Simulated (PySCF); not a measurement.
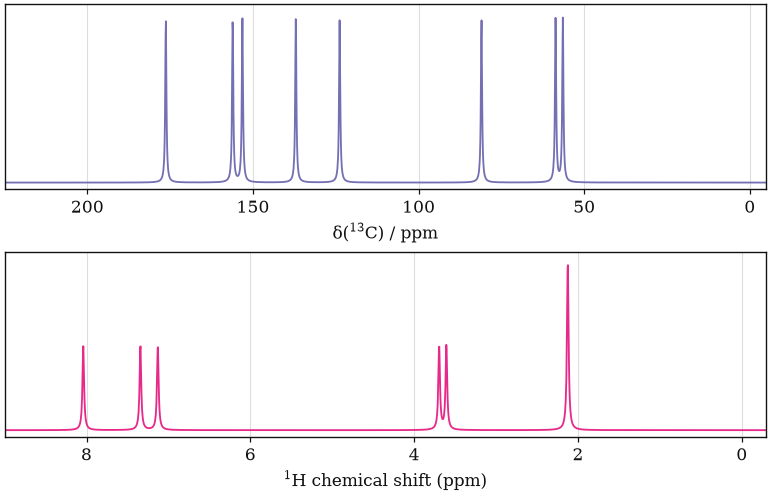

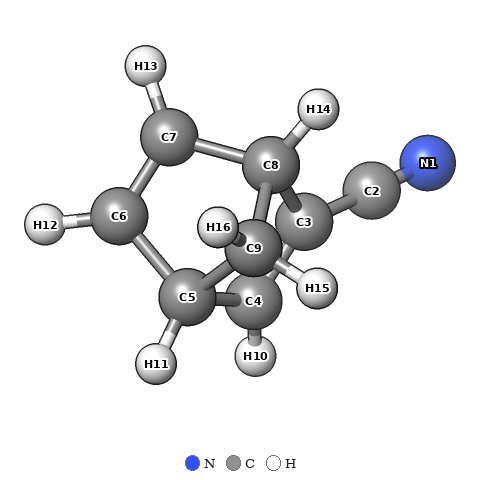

Spectrum and numbered structure of C₈H₇N, SMILES N#CC1=C[C@@H]2C=C[C@H]1C2. GIAO shifts, PBE0/pcSseg-1 (IEF-PCM benzene) with PySCF, at a PBE0-D3(BJ)/def2-SVP geometry (no frequency check), against TMS for ¹³C and TMS for ¹H computed at the same level. fully decoupled, line heights follow the number of nuclei, widths are arbitrary (no quadrupolar broadening); values of one conformer, averaged over methyl-type rotors and exact or near symmetry.

### Which atoms give which ¹³C line?

```
δ (ppm)  nuclei  atoms
  176.3       1     C4
  156.1       1     C7
  153.2       1     C6
  137.1       1     C3
  123.8       1     C2
   81.0       1     C9
   58.7       1     C8
   56.5       1     C5
```

### Assign the ¹H signals to the numbered atoms.

```
δ (ppm)  nuclei     atoms
   8.04       1       H10
   7.34       1       H13
   7.13       1       H12
   3.69       1       H11
   3.61       1       H14
   2.12       2  H15, H16
```
